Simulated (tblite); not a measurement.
# Geometry relaxation of H₂O

The run: geometry relaxation of H₂O. Method and program: GFN2-xTB geometry optimisation, gas phase (tblite 0.8.0).

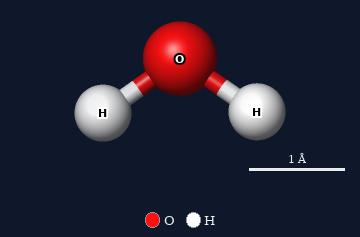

*The structure as given in the input (ball-and-stick view, seen on its broad side).*

## Summary

| quantity | value |
| --- | --- |
| outcome | converged |
| total energy | −137.9765 eV |
| hardware | 1 CPU thread, shared host |
| peak memory | 0.54 GiB |

## Input file
```
{"job": {"kind": "relax", "xc": "GFN2-xTB", "basis": "xTB"}, "charge": 0, "multiplicity": 1}
O      0.010300     0.380100    -0.005300
H     -0.805800    -0.186600    -0.023000
H      0.818500    -0.198500     0.003200
```

The first line tells a small driver script what to run in tblite; the rest is the geometry in Å.

Launched with:
```bash
OMP_NUM_THREADS=1 python <driver script> task.json out
```

## Output
```
step      E/eV     max force
  0    -137.91774    1.505
  1    -137.96741    0.342
  2    -137.97109    0.276
  3    -137.97626    0.135
  4    -137.97654    0.017
  5    -137.97654    0.001
```

## Trajectory as extended XYZ (Å, eV, eV/Å), 6 frames, from step=0 to step=5
```
3
Properties=species:S:1:pos:R:3:forces:R:3 step=0 energy=-137.91774
O     0.0103    0.3801   -0.0053   -0.0010  -1.3100  -0.0100
H    -0.8058   -0.1866   -0.0230    1.3490   0.6430   0.0270
H     0.8185   -0.1985    0.0032   -1.3480   0.6680  -0.0170
3
Properties=species:S:1:pos:R:3:forces:R:3 step=1 energy=-137.96741
O     0.0103    0.3614   -0.0054    0.0000   0.1880   0.0010
H    -0.7865   -0.1775   -0.0226    0.3280  -0.0960   0.0050
H     0.7993   -0.1890    0.0030   -0.3280  -0.0920  -0.0060
3
Properties=species:S:1:pos:R:3:forces:R:3 step=2 energy=-137.97109
O     0.0103    0.3635   -0.0054    0.0030   0.2760   0.0020
H    -0.7806   -0.1786   -0.0225    0.1660  -0.1400   0.0020
H     0.7933   -0.1900    0.0029   -0.1690  -0.1370  -0.0040
3
Properties=species:S:1:pos:R:3:forces:R:3 step=3 energy=-137.97626
O     0.0103    0.3744   -0.0053    0.0000   0.1350   0.0010
H    -0.7672   -0.1841   -0.0224   -0.0340  -0.0670  -0.0010
H     0.7798   -0.1954    0.0026    0.0340  -0.0680   0.0000
3
Properties=species:S:1:pos:R:3:forces:R:3 step=4 energy=-137.97654
O     0.0103    0.3775   -0.0053    0.0010   0.0170   0.0000
H    -0.7656   -0.1857   -0.0224   -0.0120  -0.0090   0.0000
H     0.7782   -0.1969    0.0026    0.0110  -0.0080   0.0000
3
Properties=species:S:1:pos:R:3:forces:R:3 step=5 energy=-137.97654
O     0.0104    0.3777   -0.0053   -0.0010   0.0010   0.0000
H    -0.7657   -0.1858   -0.0224   -0.0010   0.0000   0.0000
H     0.7783   -0.1970    0.0026    0.0010  -0.0010   0.0000
```

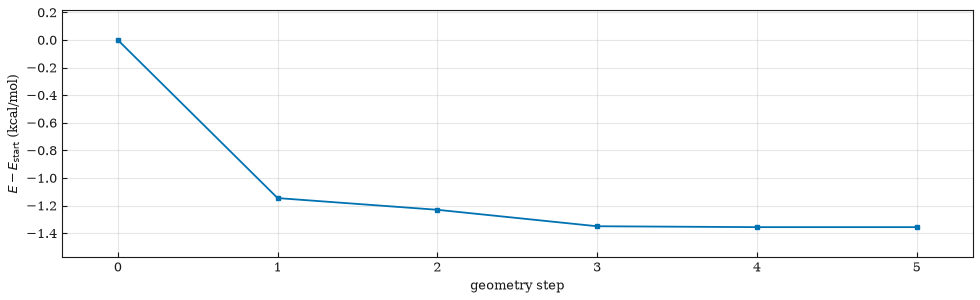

*Progress of the relaxation, step by step (steps are counted from 0).*

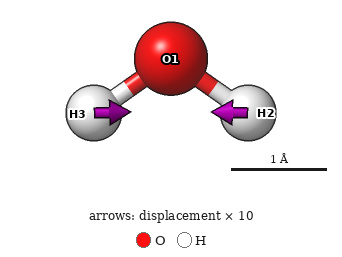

*The starting structure with the displacements as pink arrows, magnified 10 times (ball-and-stick view, seen on its broad side). The two geometries are laid on each other by the best rigid fit.*

The energy falls by 1.36 kcal/mol in 5 geometry steps. The largest force component goes from 1.3 to 0.001 eV/Å. The largest moves after the best rigid fit, 0.040 Å, are those of H2 and H3. By element the largest moves are H 0.040 Å, O 0.002 Å. Distances before and after: O1–H2 0.994 → 0.959 Å. Among the angles that change: H2–O1–H3 109.6° → 107.2°. (Atoms are counted from 1 in the order of the input.)
